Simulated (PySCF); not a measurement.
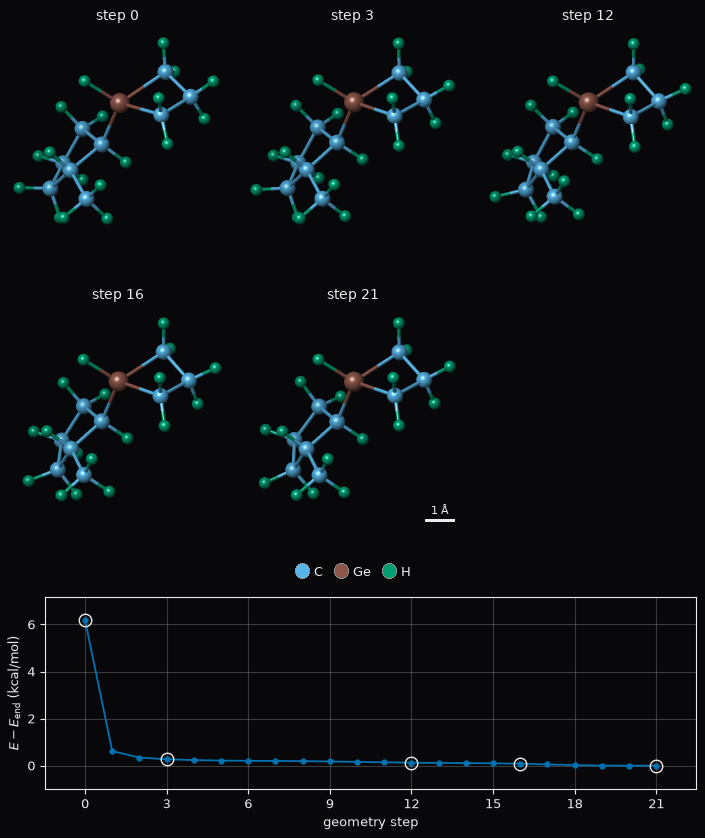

Frames of a relaxation of C₉H₁₈Ge, marked on the history of the run. The picture is a ball-and-stick view, seen from a free direction.

The start comes from GFN2-xTB. Its atoms were then displaced at random by about 0.01 Å.

The calculation used PBE0-D3(BJ)/def2-SVP geometry optimisation, gas phase (PySCF). 

Q: What happens along the run?

A: The atom that moves furthest after the best rigid fit is an H atom (0.68 Å). By element the largest moves are H 0.68 Å, C 0.30 Å, Ge 0.04 Å. Some distances before and after: C–Ge 2.016 → 1.959 Å, C–C 1.496 → 1.547 Å, C–H 1.068 → 1.101 Å, C–H 1.131 → 1.103 Å. Bond angles that change, for instance: H–C–H 110.1° → 106.7°, C–C–H 112.9° → 116.3°, H–C–H 110.7° → 107.6°. Groups turn about C–C by about 30°, C–C by about 25°, C–C by about 25°. After 21 geometry steps the energy has fallen by 6.19 kcal/mol. From step 0 to 3: an H atom moves most (0.22 Å), energy −5.92 kcal/mol. From step 3 to 12: H atoms move most (0.30 Å), energy −0.14 kcal/mol. From step 12 to 16: an H atom moves most (0.25 Å), energy −0.04 kcal/mol. From step 16 to 21: an H atom moves most (0.21 Å), energy −0.08 kcal/mol.

| step | E − E(0), kcal/mol |
| --- | --- |
| 0 | 0.00 |
| 1 | -5.57 |
| 2 | -5.84 |
| 3 | -5.92 |
| 4 | -5.95 |
| 5 | -5.97 |
| 6 | -5.98 |
| 7 | -5.99 |
| 8 | -6.00 |
| 9 | -6.01 |
| 10 | -6.03 |
| 11 | -6.05 |
| 12 | -6.06 |
| 13 | -6.07 |
| 14 | -6.08 |
| 15 | -6.09 |
| 16 | -6.11 |
| 17 | -6.14 |
| 18 | -6.16 |
| 19 | -6.18 |
| 20 | -6.19 |
| 21 | -6.19 |
